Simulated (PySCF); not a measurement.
# Run report: C3H9Si, EPR calculation

System: C3H9Si, multiplicity 2, SMILES C[CH]C[SiH3].
Method: UKS B3LYP, IGLO-III on C Si, pcH-1 on H, non-relativistic, mean-field spin-orbit, GIAO (PySCF 2.14.0).

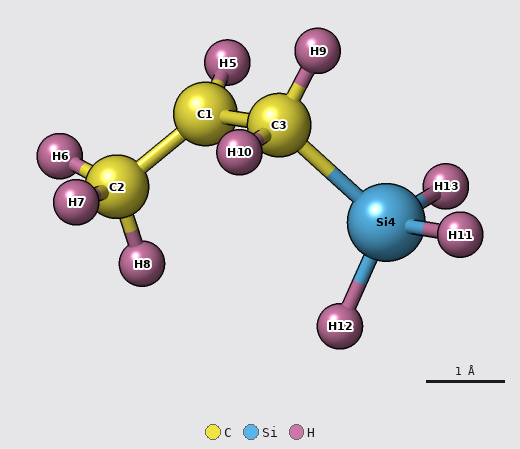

**Figure 1.** The structure as given in the input (ball-and-stick view, seen at a tilt; atoms are numbered from 1 in the order of the input). Bond lengths as drawn: C–C 1.48 to 1.49 Å, C–H 1.09 to 1.11 Å, C–Si 1.90 Å and H–Si 1.50 Å.

The input
```
{"job": {"kind": "epr"}, "charge": 0, "multiplicity": 2}
C     -0.636259     0.064604    -0.883198
C     -1.792815     0.422903    -0.022202
C      0.744230     0.497016    -0.556580
Si     1.572986    -0.692573     0.678860
H     -0.763826    -0.717800    -1.638475
H     -2.751354     0.248782    -0.533446
H     -1.756881     1.483206     0.283922
H     -1.823155    -0.165866     0.918156
H      1.387583     0.526645    -1.452744
H      0.758446     1.506352    -0.107343
H      2.962916    -0.250878     1.021069
H      0.772603    -0.758663     1.940409
H      1.639570    -2.064267     0.087508
```

The first line tells a small driver script what to run in PySCF; the rest is the geometry in Å.

Run on 1 CPU thread, shared host.

Launched with:
```bash
OMP_NUM_THREADS=1 python <driver script> task.json out
```

Output
```
UKS, coarse grid
  cycle   1  E = -409.20796332  |g| = 2.88e-01
  cycle   2  E = -409.18726546  |g| = 3.44e-01
  cycle   3  E = -409.24987354  |g| = 3.72e-02
  cycle   4  E = -409.25054685  |g| = 1.76e-02
  cycle   5  E = -409.25070002  |g| = 5.16e-03
  cycle   6  E = -409.25071453  |g| = 1.31e-03
  cycle   7  E = -409.25071686  |g| = 4.65e-04
UKS, final grid
  cycle   1  E = -409.25071471  |g| = 4.11e-04
  cycle   2  E = -409.25071472  |g| = 4.22e-04
  cycle   3  E = -409.25071482  |g| = 5.60e-05
  cycle   4  E = -409.25071482  |g| = 2.47e-05
E = -409.25071482 Eh   <S^2> = 0.7543 (exact 0.7500)
g shifts (ppm)      1          2          3
  rmc          -144       -144       -144
  gc              5         27         24
  oz_so         -77        423       1146
  total        -216        307       1026
hyperfine (MHz)  atom isotope    a_iso     a_fc   dipolar eigenvalues
    0   13C      98.35      98.50    -75.66    -74.74    150.40
    1   13C     -31.29     -31.30     -2.02     -0.54      2.57
    2   13C     -29.32     -29.33     -3.52     -0.01      3.53
    3  29Si    -138.12    -138.28    -18.88      8.59     10.30
    4    1H     -59.70     -59.72    -36.22      0.00     36.22
    5    1H      21.97      21.97     -4.66     -3.85      8.51
    6    1H      53.19      53.19     -4.47     -3.84      8.31
    7    1H     147.19     147.18     -4.41     -2.93      7.34
    8    1H      47.54      47.54     -4.43     -3.67      8.10
    9    1H      38.92      38.91     -4.12     -3.45      7.57
   10    1H      27.66      27.66     -1.91     -0.89      2.80
   11    1H      -2.16      -2.16     -2.58     -1.30      3.88
   12    1H      -3.62      -3.62     -2.68     -1.43      4.11
```

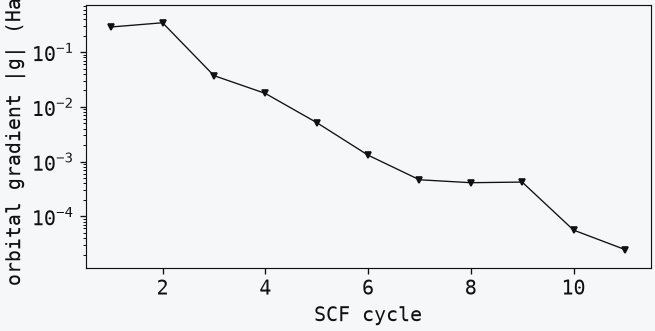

**Figure 2.** Convergence of the self-consistent field: orbital gradient |g| against the SCF cycle. All cycles printed in the log are drawn one after another.

Summary

- outcome: converged
- total energy: −409.250715 hartree
- ⟨S²⟩: 0.754
- isotropic g: 2.0027
- wall time: 38 s
- peak memory: 0.94 GiB
